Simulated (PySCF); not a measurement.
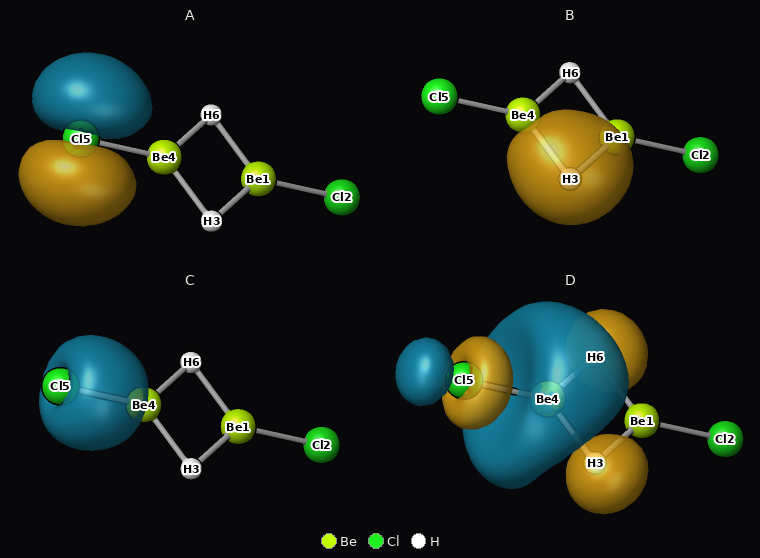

*(ClBe-mu-H)2 (Be2Cl2H2). Intrinsic bond orbitals (IBO), occupied and valence-virtual; each surface holds about 80 % of the orbital's density. Energies are diagonal elements of the Fock matrix.*

PySCF calculation, B3LYP/def2-SVP, gas phase; geometry: GFN2-xTB. This is a single-reference result, which may miss multireference character in this system. No frequency check shows the geometry to be a minimum. GFN2-xTB bond lengths at metals and heavier atoms can be off by up to 0.1 Å and shapes distorted, which carries into these values.

The calculation's input:

```python
import numpy as np
from pyscf import gto, scf, dft, lo
from pyscf.data.elements import chemcore

def solve(mol, dm0=None, hcore=None):
    mf = (dft.UKS if mol.spin else dft.RKS)(mol, xc='b3lyp')
    mf.grids.level = 3
    mf = mf.density_fit(auxbasis='def2-universal-jkfit')
    mf.conv_tol, mf.max_cycle = 1e-8, 80
    if hcore is not None:
        mf.get_hcore = lambda *args: hcore
    mf.kernel(dm0)
    if not mf.converged:
        mf = mf.newton().run(mf.mo_coeff, mf.mo_occ, max_cycle=30)
    assert mf.converged, 'SCF not converged'
    return mf

mol = gto.M(atom='''
Be    -1.00911     0.00658     0.00000
Cl    -2.79592    -0.00062     0.00000
H     -0.00262     1.08072     0.00000
Be     1.00911    -0.00658     0.00000
Cl     2.79592     0.00062     0.00000
H      0.00262    -1.08072     0.00000
''', basis='def2-svp', charge=0, spin=0, verbose=4)
mf = solve(mol)
occ_all = mf.mo_coeff[:, mf.mo_occ > 0]
occ = occ_all[:, chemcore(mol):]
loc = lo.ibo.ibo(mol, occ, iaos=lo.iao.iao(mol, occ_all))
fock, s = mf.get_fock(), mf.get_ovlp()
ortho = lo.orth_ao(mol, 'meta_lowdin')
ortho = lo.vec_lowdin(lo.iao.iao(mol, occ_all), s)
labels = lo.iao.reference_mol(mol).ao_labels(fmt=None)
vir = lo.vvo.livvo(mol, occ_all, mf.mo_coeff[:, mf.mo_occ == 0])
both = np.hstack([loc, vir])
p = (ortho.T @ s @ both) ** 2
pop = np.array([p[[l[0] == a for l in labels]].sum(0) for a in range(mol.natm)])
spd = np.array([[p[[l[0] == a and l[2][-1] == k for l in labels]].sum(0) for k in 'spd'] for a in range(mol.natm)])
eps = np.einsum('pi,pq,qi->i', both, fock, both)
for i in np.argsort(eps):
    top = np.argsort(-pop[:, i])[:3]
    print('%3d %s %9.4f Eh ' % (i + 1, 'occ' if i < loc.shape[1] else 'vir', eps[i]), '  '.join('%s%d %.3f' % (mol.atom_symbol(a), a + 1, pop[a, i]) for a in top))
np.savez('result.npz', c=both, nocc=loc.shape[1], pop=pop, spd=spd, eps=eps, e=mf.e_tot)
```

Launched as:

```sh
OMP_NUM_THREADS=1 python input.py
```

The run took 12 s on 1 thread of Intel(R) Xeon(R) Processor @ 2.50GHz (Skylake/Cascade Lake) (shared host), peak memory 0.3 GiB.

### Identify each orbital.

By panel:
- A: lone pair on Cl5 (p-type) (Cl5 100 %; −9.1 eV)
- B: pair mostly on H3, shared in part with Be1 (H3 83 %, Be1 8 %, Be4 8 %; −12.2 eV)
- C: very polar σ bond Cl5–Be4, mostly on Cl5 (Cl5 89 %, Be4 10 %; −17.1 eV)
- D: empty orbital mainly on Be4 (Be4 73 %, Cl5 11 %, H6 8 %; 3.2 eV)
